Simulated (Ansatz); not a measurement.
The calculation's input:

```
crystal:
  periodic: [false, false, false]
  atoms:
    - {symbol: Si, position_ang: [-0.305527, 1.763069, -1.371265]}
    - {symbol: Si, position_ang: [-0.601835, -1.312984, 2.007490]}
    - {symbol: F, position_ang: [0.782928, 1.717852, -2.500660]}
    - {symbol: F, position_ang: [-0.971306, 3.185254, -1.468621]}
    - {symbol: Cl, position_ang: [-1.739660, 0.390366, -1.607618]}
    - {symbol: H, position_ang: [1.533739, -0.865825, -0.274167]}
    - {symbol: F, position_ang: [0.364828, 1.695511, 0.046561]}
    - {symbol: H, position_ang: [0.842512, -1.040192, 1.771104]}
    - {symbol: O, position_ang: [1.245755, -0.740921, -1.182732]}
    - {symbol: H, position_ang: [-1.330145, -0.025335, 2.100272]}
    - {symbol: H, position_ang: [-0.732537, -2.062281, 3.282417]}
    - {symbol: H, position_ang: [-1.133767, -2.125274, 0.887158]}
    - {symbol: H, position_ang: [2.045014, -0.579242, -1.689743]}
basis:
  gaussian: {orbitals: def2-TZVPP}
hamiltonian: {xc: pbe0, dispersion: d4}
output: {orbitals: {seedname: orbitals}}
```

Launched as:

```sh
ansatz run in.yaml --threads 4 --pin off --events-out ev --progress --plain --max-ram 66560MiB --backend cuda --devices 0, --max-vram 37GiB
```

The product side of a reaction path; geometry: PBE0-D4/def2-TZVP; a saddle point, not a minimum.

Method: RKS PBE0-D4/def2-TZVPP in Ansatz.

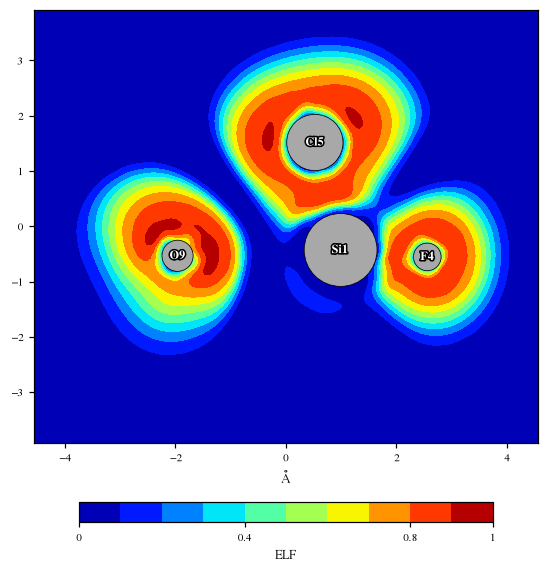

ClF3Si···SiH4···H2O. Electron localisation function on the plane of atoms F4, Si1 and Cl5. Grey discs cover the atomic cores.

Q: Read the bonding off the picture.

A: The plane passes through Si, F, Cl and O nuclei. Si1···O9 (2.95 Å): the ELF dips to about 0.05 between them. Si–F (1.57 Å): the ELF peaks at about 0.85 in the valence shell of F, 0.6 Å from its nucleus, and is about 0.50 at the midpoint. Si–Cl (2.00 Å): the ELF peaks at about 0.90 between the atoms (a polar covalent bond). The ELF also peaks beside F4, O9 and Cl5, away from the bonds: lone-pair regions.
